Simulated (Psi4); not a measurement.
# UHF/STO-3G run of [C4H2]+ (SMILES C#C[C]=[CH+])

What is the vertical electron affinity of [C4H2]+ at UHF/STO-3G? 

The calculation is run with Psi4 1.11.

3 further runs of the same task are left out: 1 that didn't finish, 2 set aside as unsound or not needed.

### Step 1. The structure to begin with

The species is [C4H2]+ (6 atoms), meant as a doublet with charge +1. As SMILES, `C#C[C]=[CH+]`. Geometry: relaxed at GFN2-xTB.

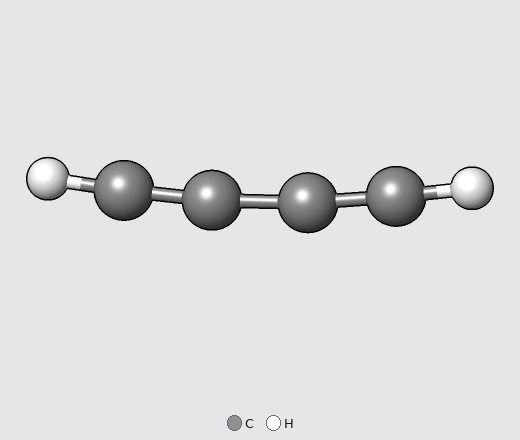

Viewed from a chosen angle; carbon grey, hydrogen white.

### Step 2. A single-point energy at UHF/STO-3G

Input file c4h2.dat:

```
memory 1.6 GB

molecule mol {
  1 2
  C      1.819810    -0.389410    -0.346970
  C      0.639370    -0.067610    -0.212330
  C     -0.643770     0.212280     0.021650
  C     -1.821170     0.395140     0.330330
  H      2.840800    -0.682740    -0.418180
  H     -2.835040     0.532340     0.625480
  symmetry c1
  no_reorient
  no_com
}

set basis STO-3G
set reference uhf
set puream true
set e_convergence 1e-09
set d_convergence 1e-08
set scf_type pk
set maxiter 200

result, w = energy('scf', return_wfn=True)
print_variables()
```

Started as:

```bash
$ psi4 -i c4h2.dat -o c4h2.out -n 1
```

c4h2.out:

```text
[...]
  Running in c1 symmetry.
[...]
  Nuclear repulsion =   77.020939584956309
[...]
  Multiplicity = 2
[...]
  Nalpha       = 13
  Nbeta        = 12
[...]
    Number of basis functions: 22
[...]
   @UHF iter   1:  -150.28454431228332   -2.19778e+00   6.77213e-03 ADIIS/DIIS
[...]
   @UHF iter  64:  -150.31688541816064    2.47269e-12   4.72635e-09 DIIS
[...]
   @S^2 Observed:                9.284443771E-01
[...]
    Orbital Energies [Eh]
    ---------------------
    Alpha Occupied:
       1A    -11.402110     2A    -11.402034     3A    -11.395379
       4A    -11.394921     5A     -1.338186     6A     -1.286069
       7A     -1.093072     8A     -0.959696     9A     -0.930980
      10A     -0.755957    11A     -0.737457    12A     -0.652604
      13A     -0.622681
    Alpha Virtual:
      14A     -0.088645    15A     -0.066765    16A      0.178361
      17A      0.216078    18A      0.250817    19A      0.313306
      20A      0.494685    21A      0.924500    22A      1.254585
[...]
  @UHF Final Energy:  -150.31688541816064
   => Energetics <=
    Nuclear Repulsion Energy =             77.0209395849563094
    One-Electron Energy =                -347.6430969769079411
    Two-Electron Energy =                 120.3052719737910081
    Total Energy =                       -150.3168854181606378
  UHF NO Occupations:
  HONO-2 :   11  A 1.9857381
  HONO-1 :   12  A 1.9359284
[...]
 Multipole Moments:
 ------------------------------------------------------------------------------------
     Multipole            Electronic (a.u.)      Nuclear  (a.u.)        Total (a.u.)
 ------------------------------------------------------------------------------------
 L = 1.  Multiply by 2.5417464519 to convert [e a0] to [Debye]
 Dipole X            :          0.0544979           -0.0544241            0.0000738
 Dipole Y            :         -1.4243086            1.4210740           -0.0032346
 Dipole Z            :          1.9597034           -1.9589279            0.0007755
 Magnitude           :                                                    0.0033270
[...]
```

Wall time 1.7 s (1 thread of Intel Xeon Platinum 8488C (Sapphire Rapids), shared host); peak memory 0.18 GiB.

### Step 3. Singlet neutral C4H2: energy and forces at HF/STO-3G

Input file c4h2.py:

```python
import psi4

psi4.set_memory('1600 MB')
psi4.set_num_threads(1)
psi4.set_output_file('output.dat', False)

geom = psi4.geometry("""
0 1
C      3.43894250    -0.73587825    -0.65567827
C      1.20823419    -0.12776438    -0.40124555
C     -1.21654899     0.40115106     0.04091257
C     -3.44151253     0.74670638     0.62423323
H      5.36833397    -1.29019161    -0.79024567
H     -5.35744915     1.00597681     1.18198590
units bohr
symmetry c1
no_reorient
no_com
""")

psi4.set_options(dict(basis='STO-3G', puream=True, e_convergence=1e-09, d_convergence=1e-08, scf_type='pk'))

E = psi4.gradient('scf')
print('gradient / Eh bohr^-1')
print(E.np.round(6))
```

Started as:

```bash
$ python c4h2.py
```

output.dat:

```text
[...]
  Running in c1 symmetry.
[...]
  Nuclear repulsion =   77.020939602099787
[...]
  Multiplicity = 1
[...]
  Nalpha       = 13
  Nbeta        = 13
[...]
    Number of basis functions: 22
[...]
   @RHF iter   1:  -150.56701651433156   -2.48025e+00   3.23302e-03 DIIS/ADIIS
[...]
   @RHF iter  13:  -150.57365792731869   -2.84217e-14   4.25290e-09 DIIS
[...]
    Orbital Energies [Eh]
    ---------------------
    Doubly Occupied:
       1A    -11.032279     2A    -11.031804     3A    -11.016203
       4A    -11.016043     5A     -1.010213     6A     -0.931865
       7A     -0.776137     8A     -0.663458     9A     -0.620995
      10A     -0.432066    11A     -0.431989    12A     -0.286361
      13A     -0.286182
[...]
  @RHF Final Energy:  -150.57365792731869
   => Energetics <=
    Nuclear Repulsion Energy =             77.0209396020997872
    One-Electron Energy =                -356.1180060991694063
    Two-Electron Energy =                 128.5234085697508988
    Total Energy =                       -150.5736579273186919
[...]
 Multipole Moments:
 ------------------------------------------------------------------------------------
     Multipole            Electronic (a.u.)      Nuclear  (a.u.)        Total (a.u.)
 ------------------------------------------------------------------------------------
 L = 1.  Multiply by 2.5417464519 to convert [e a0] to [Debye]
 Dipole X            :          0.0548822           -0.0544242            0.0004580
 Dipole Y            :         -1.4594747            1.4210741           -0.0384006
 Dipole Z            :          2.0140777           -1.9589279            0.0551498
 Magnitude           :                                                    0.0672036
[...]
  -Total Gradient:
     Atom            X                  Y                   Z
    ------   -----------------  -----------------  -----------------
       1        0.135117432877    -0.036918248685    -0.016885964106
       2       -0.209475592220     0.053786380272     0.028350299723
       3        0.208877436620    -0.035200980132    -0.050858843717
       4       -0.134576298853     0.020965114356     0.034977088302
       5       -0.002889098575    -0.000510346826     0.002959750452
       6        0.002946120152    -0.002121918986     0.001457669346
[...]
```

On the terminal:

```text
Memory set to   1.490 GiB by Python driver.
  Threads set to 1 by Python driver.
gradient / Eh bohr^-1
[[ 0.135117 -0.036918 -0.016886]
 [-0.209476  0.053786  0.02835 ]
 [ 0.208877 -0.035201 -0.050859]
 [-0.134576  0.020965  0.034977]
 [-0.002889 -0.00051   0.00296 ]
 [ 0.002946 -0.002122  0.001458]]
```

Wall time 1.6 s (1 thread of Intel Xeon Platinum 8488C (Sapphire Rapids), shared host); peak memory 0.18 GiB.

### Step 4. Outcome

Level: UHF/STO-3G.

| quantity | value |
| --- | --- |
| doublet [C4H2]+: total energy | -150.31689 Eh |
| doublet [C4H2]+: HOMO energy (highest over α and β) | -15.87 eV |
| doublet [C4H2]+: LUMO energy (lowest over α and β) | -6.34 eV |
| doublet [C4H2]+: ⟨S²⟩ | 0.928 |
| singlet neutral C4H2: total energy | -150.57366 Eh |
| singlet neutral C4H2: dipole moment | 0.17 D |
| singlet neutral C4H2: HOMO energy | -7.79 eV |
| singlet neutral C4H2: LUMO energy | 7.11 eV |
| singlet neutral C4H2: HOMO–LUMO gap | 14.90 eV |
| singlet neutral C4H2: largest force on an atom | 11.216 eV/Å |
| vertical electron affinity (to the singlet neutral) | 6.987 eV |

In words: At fixed nuclei the extra electron is bound by 6.99 eV (161 kcal/mol). In a minimal basis such a difference can be off by several eV, whatever the method. ⟨S²⟩ (doublet [C4H2]+) is 0.93 where a pure doublet has 0.75: the reference is spin-contaminated.
